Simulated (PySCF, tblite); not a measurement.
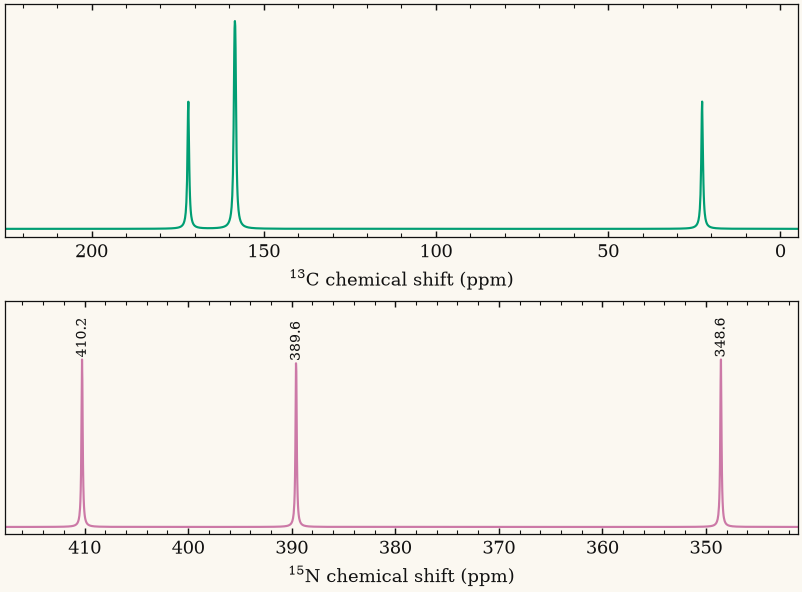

GIAO shifts, PBE0/pcSseg-1 in PySCF 2.14.0, at a GFN2-xTB geometry (a minimum by its frequencies), against TMS for ¹³C and NH₃ for ¹⁵N computed at the same level (¹⁵N: a single molecule, while the usual scales start at liquid NH₃ or nitromethane; multiply bonded nitrogen can come out tens of ppm too deshielded). Gas phase, fully decoupled, line heights follow the number of nuclei, widths are arbitrary (no quadrupolar broadening); values of one conformer, averaged over nuclei that symmetry, rotation about single bonds or inversion at nitrogen exchange, these motions taken as fast; other conformers aren't averaged in.

### Which molecule was computed?
A. C₄H₇N₃O₂Si, SMILES Cc1ncnnc1O[SiH2]O
B. C₅H₉N₃OSi, SMILES Cc1ncnnc1OC[SiH3]
C. C₃H₁₀N₂Si, SMILES C=N[SiH2]N(C)C

Option A. Its ¹³C signals: 171.9 (1 C), 158.5 (1 C), 158.2 (1 C), 22.7 (1 C) ppm. Its ¹⁵N signals: 410.2 (1 N), 389.6 (1 N), 348.6 (1 N) ppm.

Caveats: the tight-binding geometry is rougher than a DFT one and adds to the error.
